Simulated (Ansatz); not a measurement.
Partial pair distribution functions of a relaxed model of amorphous Si30N42Be3, broadened by 0.06 Å; density 2.92 g/cm³. Computed with PBE, scalar-relativistic without spin-orbit coupling (plane waves to 420 eV, PAW; Ansatz, an electronic-structure program).

It comes from a melt-quench run on a machine-learned potential (CHGNet), relaxed afterwards by DFT. N atoms were pushed apart under 1.9 Å during the dynamics, to hinder bonds among them. The hot cell started wider than the set density and was brought back towards it in steps. It is the lowest in DFT energy of 2 quenches. It is a model cell: composition and starting density were chosen by hand, and all elements were melted together. No dispersion term was used. Its density started from a set value of 2.94 and ended at 2.92 g/cm³. Cooling (nominally 300 K/ps over its main leg) ran many orders faster than in experiment, which tends to leave more defects and strain. One small periodic cell is one sample of the glass; other quenches scatter about these values. Volume and shape were free in the relaxation.

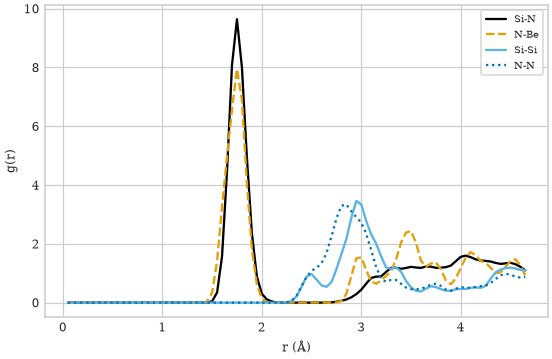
*Partial pair distribution functions*

Highest peaks under 4.5 Å: Si-N near 1.75 Å, N-Be near 1.75 Å, Si-Si near 2.95 Å, N-N near 2.85 Å; pairs of few atoms are noisy.

Within 2.14 Å each Si has 4.03 N neighbours on average.
